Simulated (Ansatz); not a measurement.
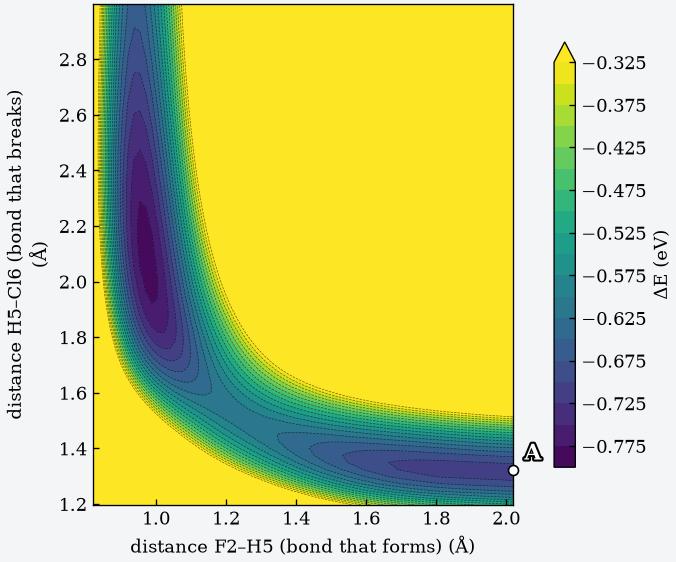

The reacting system CH4AlClF2. 
- Coordinates scanned: (1) distance F2–H5 (bond that forms); (2) distance H5–Cl6 (bond that breaks).
- Relaxed at each point: all other coordinates.
- Grid: 7 × 7 points.
- Points are written as (first, second).
- Energies: eV, counted from a guessed transition structure relaxed with its forming and breaking bonds held.
- The reference is spin-restricted, so regions where a bond is pulled apart into radicals lie too high.
- Level of theory: RKS B3LYP-D4/def2-SVP in Ansatz.

In the figure: filled contours, one colour for all values above the top of the scale, the point A. Between grid points the surface is interpolated.

### Find the lowest path from A to the other arm of the map, and its barrier.

The easiest path runs from the side where the first distance is long, about (2.02 Å, 1.32 Å), to the well on the other side, about (0.97 Å, 2.10 Å). Its highest point, at about (1.24 Å, 1.51 Å), lies about 0.1 eV above the start and 0.18 eV above the end on the interpolated surface. An end on the edge of the scan is no minimum, so the barrier from there is a lower bound.

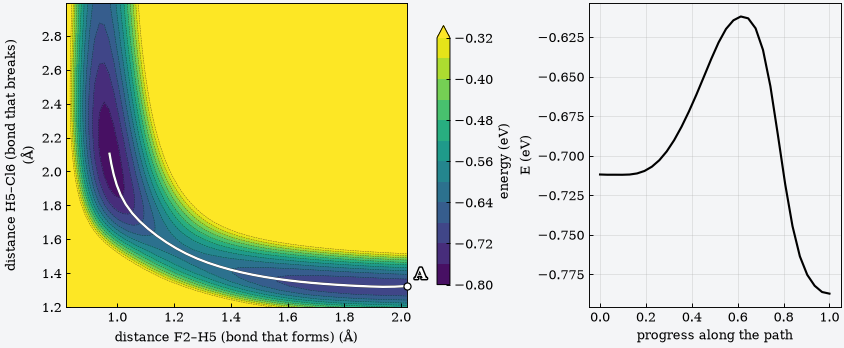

The picture shows filled contours, a line along the lowest path, one colour for all values above the top of the scale, the energy along the path at the right. Between grid points the surface is interpolated.
